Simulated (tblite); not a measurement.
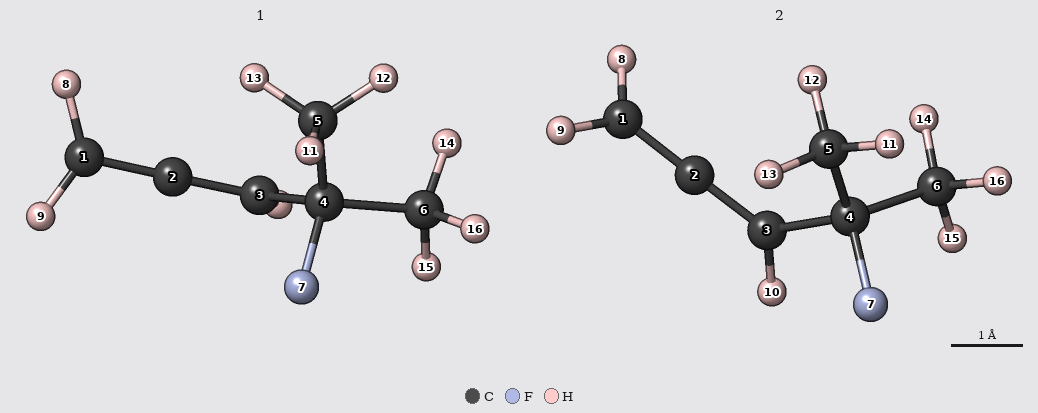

Two geometries of C$_{6}$H$_{9}$F, drawn at one scale. One is the start of a relaxation, the other its converged end. The picture is a ball-and-stick view, seen from a free direction.

Computed with tblite, GFN2-xTB geometry optimisation, gas phase. 

> Which one is relaxed?

Structure 2 is the relaxed one. Over 170 geometry steps the energy falls by 0.522 eV. The atom that moves furthest after the best rigid fit is H13 (1.77 Å). Largest moves by element: H 1.77 Å, F 0.75 Å, C 0.72 Å. Near-neighbour distances that change, for instance: C5–H11 1.133 → 1.087 Å, C3–H10 1.048 → 1.082 Å, C5–H13 1.120 → 1.087 Å, C4–C5 1.495 → 1.523 Å. Bond angles that change, for instance: H8–C1–H9 128.5° → 116.5°, C4–C3–H10 126.6° → 114.6°, C2–C3–C4 114.3° → 124.7°. Groups turn about C3–C4 by about 65°, C4–C5 by about 50°. The run took 1.5 s on 1 thread of Arm Neoverse N1, with other jobs on the host.
